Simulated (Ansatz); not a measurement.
## C$_{18}$HO: geometry relaxation (part 3 of 3)

Continued. System: C$_{18}$HO (slab, 20 atoms in the cell). Method: DFT PBE-D3(BJ), scalar-relativistic, plane waves, PAW, spin-polarised (Ansatz 0.2.0); cutoff 420 eV, 2×2×1 k-mesh, Fermi–Dirac smearing of 0.02 eV, collinear spins. The run did not end well. It belongs to a series of runs on one base structure; here: start relaxed.

Geometry of the input (Å; fractional positions):
```
7.3980  0.0000  0.0000
-3.6990  6.4069  0.0000
0.0000  0.0000  13.0000
C  0.0000  0.0000  0.0769
C  0.2222  0.1111  0.0769
C  0.0000  0.3333  0.0769
C  0.2222  0.4444  0.0769
C  -0.0000  0.6667  0.0769
C  0.2222  0.7778  0.0769
C  0.3333  0.0000  0.0769
C  0.5556  0.1111  0.0769
C  0.3333  0.3333  0.0769
C  0.5556  0.4444  0.0769
C  0.3333  0.6667  0.0769
C  0.5556  0.7778  0.0769
C  0.6667  0.0000  0.0769
C  0.8889  0.1111  0.0769
C  0.6667  0.3333  0.0769
C  0.8889  0.4444  0.0769
C  0.6667  0.6667  0.0769
C  0.8889  0.7778  0.0769
O  0.1239  0.2363  0.1223
H  0.0880  0.2444  0.1938
```

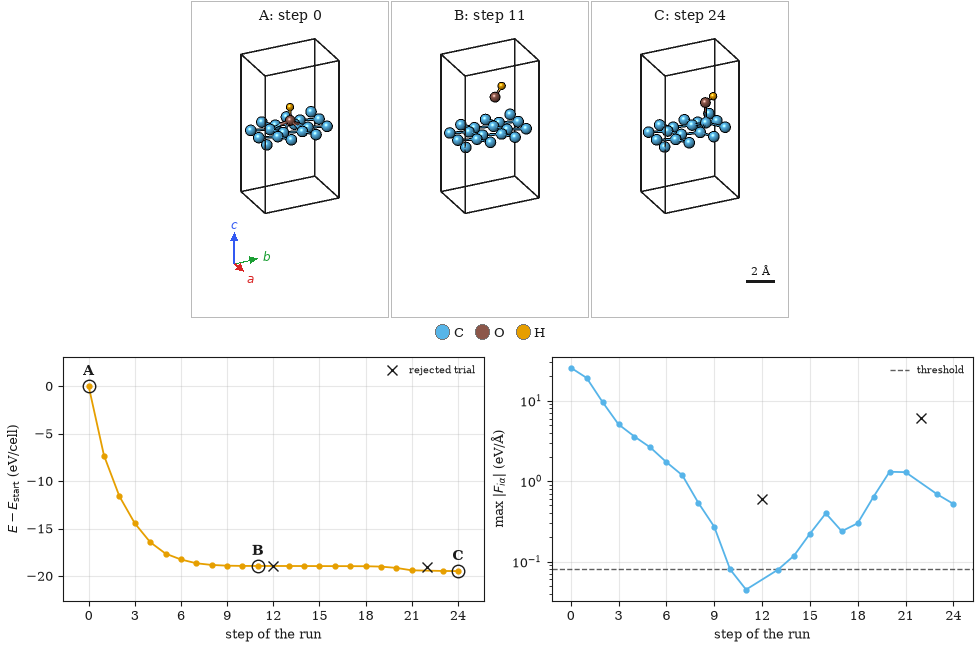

Frames of the relaxation (ball-and-stick view of the cell of the calculation, with the vacuum cut short (origin shifted), seen slightly off an axis) above the curves, on which the letters mark them (the first geometry is step 0 here and step 1 in the log).

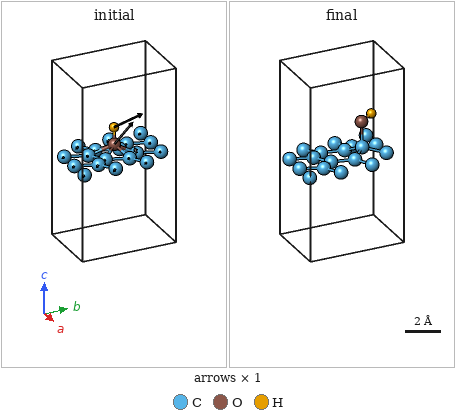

Before (left) and after (right) the relaxation, at one scale (ball-and-stick view of the cell of the calculation, with the vacuum cut short (origin shifted), seen slightly off an axis). The black arrows give the displacements, at true length. The relaxation stopped without meeting its thresholds, so the last structure isn't shown to be converged. H20 moves most: 1.92 Å. By element the largest moves are H 1.92 Å, O 1.70 Å, C 0.39 Å. The cell stays as it was. Distances before and after: C1–O19 1.625 → 3.430 Å, C2–O19 1.552 → 3.117 Å, C14–O19 1.618 → 3.160 Å, C9–O19 1.467 → 2.359 Å. Bonds break: C14–O19 (1.62 → 3.16 Å), C1–O19 (1.63 → 3.43 Å), C2–O19 (1.55 → 3.12 Å), C3–O19 (1.54 → 2.41 Å). Among the angles that change: C11–C4–O19 156.1° → 107.9°, C9–C4–O19 61.2° → 103.4°, C3–C4–O19 64.4° → 106.6°. The energy falls by 19.483 eV per cell of the calculation in 24 geometry steps. The largest force component goes from 26 to 0.52 eV/Å. The line search rejected the trial steps at points 12, 22 (counted from 0) and went back. (Atoms are counted from 1 in the order of the input.)

```
Step failed. What follows is not a result of the run: it is the report of the last solve that finished, which converged after 10 SCF iterations.
Magnetization: 0.0000 μB (39.5000 up, 39.5000 down)
Absolute magnetization: 0.0000 μB (∫|ρ↑−ρ↓|, with the PAW one-centre terms)
Spin contamination: 0.0000 ħ² per cell (⟨S²⟩ above its minimum at these occupations)
Per-site moments (μB) at R_I (Å): [(-7.577946347427738e-8, 0.5856118152368921), (-9.82169665109112e-8, 0.5818452273911078), (2.74237445014061e-7, 0.5829075086876584), (-2.598945377132216e-7, 0.6170624632074636), (-1.8566826439634244e-7, 0.5857905023043827), (2.676551000372962e-7, 0.583435052002719), (2.70917119086881e-9, 0.586903122206061), (-8.358353780137968e-8, 0.5868190136458618), (2.832605983107517e-7, 0.5818452273911078), (-6.817371140589071e-8, 0.582393479765264), (-4.113023360838418e-7, 0.5832346798838469), (2.666081938467572e-7, 0.5832346798838469), (-1.6304919969385225e-8, 0.5872599561994746), (-6.82632925037336e-8, 0.5829075086876584), (1.1706562171622991e-7, 0.5868190136458618), (-5.7276511391149615e-8, 0.582924588660767), (-1.8388513637799544e-7, 0.585662814005313), (1.326306626113797e-7, 0.5856118152368921), (3.66219351435424e-7, 0.39564173552729065), (-1.0654455625205113e-7, 0.39564173552729065)]
Free energy (F): -5099.511441 eV
Harris-Foulkes:  -5099.511441 eV  (|F-HF|=2.30e-10)
Internal energy: -5099.511433 eV  (E = F + TS)
E sigma→0 (E₀):  -5099.511437 eV
Entropy (-TS):   -0.000009 eV (-0.000 meV/atom)
Fermi energy:    -1.581543 eV
--- Per-component energies (eV) ---
  E_band       = -829.826939
  E_kinetic    = 1821.501460
  E_local      = -19920.824071  (includes V_loc(G=0)·N_el)
  E_nonlocal   = 540.199262
  E_hartree    = 9030.174583
  E_xc         = -944.728431
  E_vxc        = -1172.740242  (∫ρ·V_xc dr)
  E_paw        = -1946.363670  (= ΣΔE_a)
  E_vpaw       = -158.313818  (= ΣTr[D̂ρ^β])
  E_aug_tail   = 0.001277  (compensation charges beyond the density's cutoff)
  E_ewald      = 6322.246975
  E_disp       = -1.718817  (pairwise vdW)
  E_smearing   = -0.000009  (= −TS)
  E_closure    = -0.000000  (closes the sum)
  Σ components = -5099.511441   (vs F -5099.511441, Δ=0.00e0)
--- Forces (eV/Å), atoms counted from 1 ---
  atom   1  C      0.02219100    -0.00024121    -0.00823988
  atom   2  C     -0.01782365    -0.04117714    -0.05175880
  atom   3  C      0.06721258     0.02211188    -0.01032988
  atom   4  C     -0.08318475    -0.04639219     0.06526199
  atom   5  C      0.02809398     0.02346627    -0.01287175
  atom   6  C     -0.02138928    -0.00407017     0.00786525
  atom   7  C      0.03492602     0.00747102     0.00825979
  atom   8  C     -0.01647937    -0.01547321    -0.00313426
  atom   9  C     -0.03142653     0.07079775     0.03554672
  atom  10  C     -0.01753004     0.01886350     0.01037687
  atom  11  C      0.03761405    -0.01853360     0.01435632
  atom  12  C     -0.01118580    -0.01542129     0.00934896
  atom  13  C     -0.01434205     0.01857632     0.03170244
  atom  14  C     -0.00654523    -0.00696313    -0.00212609
  atom  15  C      0.00936935    -0.01431070     0.02434798
  atom  16  C     -0.00903234     0.00031515     0.04276838
  atom  17  C      0.00931029     0.00013268    -0.01419841
  atom  18  C     -0.00329814    -0.00498241    -0.02884554
  atom  19  O      0.47415671    -0.51601662    -0.36907459
  atom  20  H     -0.45063617     0.52185361     0.25076318
  max |Σ_I F_I| component: 1.87e-5 eV/Å
End of that report.
Error: geometry relaxation did not converge after 25 steps: max|allowed force component| = 5.22e-1 eV/Å (threshold 8.0e-2). Raise `relax.max_steps` over both its present limit and 25, loosen `relax.f_tol`, or start from a geometry closer to equilibrium. Where this run's directory can be resumed (`checkpoint.write`), a resume goes on for up to `relax.max_steps` more
```

## Trajectory as extended XYZ (Å, eV, eV/Å), 5 of the 25 frames kept, from step=1 to step=25
```
20
Lattice="7.3980 0.0000 0.0000 -3.6990 6.4069 0.0000 0.0000 0.0000 13.0000" Properties=species:S:1:pos:R:3:forces:R:3 step=1 energy=-5080.02801
C     0.0000    0.0000    1.0000   -0.3424  -8.1946  -3.7913
C     1.2330    0.7119    1.0000    7.2796  -5.6106  -4.7437
C    -1.2330    2.1356    1.0000   -8.7658   3.5993  -5.7815
C     0.0000    2.8475    1.0000   -0.9051   8.0167  -5.9871
C    -2.4660    4.2712    1.0000    0.6890   0.4261   0.1540
C    -1.2330    4.9831    1.0000   -0.7472  -0.5972   0.3622
C     2.4660    0.0000    1.0000   -0.3593   0.0813  -0.1341
C     3.6990    0.7119    1.0000    0.1594   0.9238   0.1307
C     1.2330    2.1356    1.0000    7.8988   3.3850  -5.4989
C     2.4660    2.8475    1.0000    0.2685   0.1202   0.4507
C     0.0000    4.2712    1.0000    0.0005   0.6116   0.7444
C     1.2330    4.9831    1.0000    0.7598  -0.4288   0.2529
C     4.9320    0.0000    1.0000    0.2449   0.0959  -0.2459
C     6.1650    0.7119    1.0000   -7.1293  -4.5660  -4.1987
C     3.6990    2.1356    1.0000   -0.0121  -1.0364   0.3428
C     4.9320    2.8475    1.0000   -0.0831  -0.0761   0.0825
C     2.4660    4.2712    1.0000   -0.7685   0.4527   0.2464
C     3.6990    4.9831    1.0000   -0.0084   0.4123  -0.2900
O     0.0428    1.5140    1.5900    1.7194   2.6304  25.7589
H    -0.2527    1.5658    2.5200    0.1014  -0.2457   2.1448
20
Lattice="7.3980 0.0000 0.0000 -3.6990 6.4069 0.0000 0.0000 0.0000 13.0000" Properties=species:S:1:pos:R:3:forces:R:3 step=7 energy=-5098.28670
C     0.0039   -0.0300    0.8268    0.0727   0.5485  -0.1842
C     1.2538    0.6836    0.8028   -0.5954   0.3299  -0.2639
C    -1.2488    2.1153    0.8268    0.7133  -0.1650  -0.0671
C     0.0065    2.8311    0.8693    0.0739  -0.6411  -0.2326
C    -2.4585    4.2560    0.9341   -0.2991  -0.2243  -0.1278
C    -1.2355    4.9568    0.9415    0.2962   0.1820  -0.1289
C     2.4658   -0.0189    0.9012    0.4401  -0.1987  -0.0749
C     3.7012    0.6971    0.9270   -0.0296  -0.5398  -0.1688
C     1.2668    2.1199    0.7797   -0.9244  -0.3515   0.0139
C     2.4684    2.8236    0.8823    0.4628   0.1986  -0.1001
C     0.0032    4.2457    0.9313    0.0403   0.2054  -0.0937
C     1.2416    4.9555    0.9408   -0.3165   0.2059  -0.1623
C     4.9404   -0.0187    0.8993   -0.3018  -0.2098  -0.0541
C     6.1534    0.6803    0.8134    0.4865   0.1958  -0.0951
C     3.7021    2.1052    0.9210    0.0248   0.5141  -0.2079
C     4.9395    2.8217    0.8994   -0.3396   0.1944  -0.0272
C     2.4641    4.2560    0.9340    0.3637  -0.1901  -0.1712
C     3.7017    4.9694    0.9123    0.0195  -0.3682  -0.0738
O     0.1530    1.6363    2.7160   -0.0059   0.0941   1.7257
H    -0.4417    1.8421    3.4508   -0.1815   0.2198   0.4939
20
Lattice="7.3980 0.0000 0.0000 -3.6990 6.4069 0.0000 0.0000 0.0000 13.0000" Properties=species:S:1:pos:R:3:forces:R:3 step=13 energy=-5098.96784 accepted=F
C     0.0341   -0.0868    0.8263   -0.0088  -0.0345  -0.0018
C     1.2672    0.6245    0.8258    0.0275  -0.0007  -0.0097
C    -1.2001    2.0462    0.8641   -0.0221  -0.0094   0.0064
C     0.0359    2.7583    0.8753   -0.0091   0.0530   0.0052
C    -2.4306    4.1826    0.8289    0.0057  -0.0194   0.0032
C    -1.1983    4.8934    0.8306   -0.0063   0.0216   0.0038
C     2.4995   -0.0867    0.8234    0.0096  -0.0119   0.0110
C     3.7332    0.6234    0.8270   -0.0147   0.0156  -0.0069
C     1.2700    2.0473    0.8341    0.0347  -0.0167   0.0101
C     2.4990    2.7576    0.8229   -0.0059   0.0175   0.0078
C     0.0352    4.1835    0.8397    0.0045  -0.0403  -0.0028
C     1.2676    4.8934    0.8285   -0.0067   0.0388   0.0008
C     4.9682   -0.0872    0.8230    0.0058  -0.0258  -0.0011
C     6.1985    0.6217    0.8290   -0.0131   0.0022   0.0082
C     3.7343    2.0475    0.8248    0.0003  -0.0340  -0.0070
C     4.9666    2.7581    0.8320   -0.0051   0.0139   0.0072
C     2.5005    4.1839    0.8283    0.0261  -0.0246  -0.0085
C     3.7333    4.8956    0.8242   -0.0185   0.0180   0.0079
O    -0.2864    1.9849    3.2337   -0.2037   0.5972   0.5177
H    -0.5467    2.6866    3.8883    0.1999  -0.5603  -0.5515
20
Lattice="7.3980 0.0000 0.0000 -3.6990 6.4069 0.0000 0.0000 0.0000 13.0000" Properties=species:S:1:pos:R:3:forces:R:3 step=19 energy=-5098.99684
C     0.0361   -0.1293    0.8568    0.0214  -0.0411   0.0008
C     1.2700    0.5835    0.8541   -0.0122   0.0211  -0.0026
C    -1.2005    2.0028    0.9073   -0.0984  -0.0534  -0.1224
C     0.0387    2.7174    0.9500   -0.0458  -0.0355   0.2999
C    -2.4288    4.1402    0.8562   -0.0279   0.0285   0.0040
C    -1.1951    4.8519    0.8556    0.0066  -0.0108  -0.0030
C     2.5031   -0.1292    0.8468    0.0079   0.0009  -0.0075
C     3.7345    0.5808    0.8490   -0.0070  -0.0095   0.0022
C     1.2747    2.0044    0.8690    0.0994  -0.0357  -0.0875
C     2.5017    2.7159    0.8500   -0.0455   0.0115  -0.0082
C     0.0383    4.1440    0.8722    0.0217   0.0924  -0.0837
C     1.2695    4.8520    0.8532   -0.0200  -0.0328  -0.0019
C     4.9696   -0.1298    0.8467   -0.0151   0.0109   0.0039
C     6.1999    0.5798    0.8601   -0.0056   0.0586  -0.0206
C     3.7360    2.0044    0.8460    0.0057  -0.0132   0.0101
C     4.9671    2.7160    0.8591    0.0426  -0.0261  -0.0212
C     2.5043    4.1417    0.8554    0.0373   0.0145   0.0028
C     3.7352    4.8535    0.8519   -0.0075  -0.0026  -0.0041
O    -0.2355    2.3098    3.0997    0.0344   0.0199   0.0291
H    -0.6377    3.1179    3.4707    0.0082   0.0025   0.0099
20
Lattice="7.3980 0.0000 0.0000 -3.6990 6.4069 0.0000 0.0000 0.0000 13.0000" Properties=species:S:1:pos:R:3:forces:R:3 step=25 energy=-5099.51144
C     0.0112   -0.1650    0.8873    0.0222  -0.0002  -0.0082
C     1.2453    0.5567    0.8679   -0.0178  -0.0412  -0.0518
C    -1.2337    1.9670    0.9431    0.0672   0.0221  -0.0103
C     0.0151    2.6869    1.3561   -0.0832  -0.0464   0.0653
C    -2.4584    4.1109    0.8778    0.0281   0.0235  -0.0129
C    -1.2160    4.8187    0.8581   -0.0214  -0.0041   0.0079
C     2.4787   -0.1606    0.8056    0.0349   0.0075   0.0083
C     3.7111    0.5502    0.7935   -0.0165  -0.0155  -0.0031
C     1.2608    1.9650    0.9458   -0.0314   0.0708   0.0355
C     2.4736    2.6824    0.8577   -0.0175   0.0189   0.0104
C     0.0135    4.1247    0.9434    0.0376  -0.0185   0.0144
C     1.2420    4.8196    0.8593   -0.0112  -0.0154   0.0093
C     4.9444   -0.1609    0.8011   -0.0143   0.0186   0.0317
C     6.1771    0.5564    0.8608   -0.0065  -0.0070  -0.0021
C     3.7111    1.9728    0.7976    0.0094  -0.0143   0.0243
C     4.9490    2.6823    0.8506   -0.0090   0.0003   0.0428
C     2.4814    4.1113    0.8817    0.0093   0.0001  -0.0142
C     3.7104    4.8222    0.8794   -0.0033  -0.0050  -0.0288
O     0.0619    2.6377    2.8634    0.4742  -0.5160  -0.3691
H    -0.4975    3.3496    3.1798   -0.4506   0.5219   0.2508
```

## What the run reported

| quantity | value |
| --- | --- |
| outcome | not converged |
| hardware | 2 threads of Arm Neoverse V2, 24 GiB of memory available, shared host |
| wall time | 6.9 min (CPU time 14 min) |
| peak memory | 0.99 GiB |

The run did not converge: “geometry relaxation did not converge after 25 steps: max|allowed force component| = 5.22e-1 eV/Å (threshold 8.0e-2). Raise `relax.max_steps` over both its present limit and 25, loosen `relax.f_tol`, or start from a geometry closer to equilibrium …” Its last values are not results. The program warns: the magnetisation did not meet its threshold; a screening estimate came out negative during mixing; some starting moments were not kept.
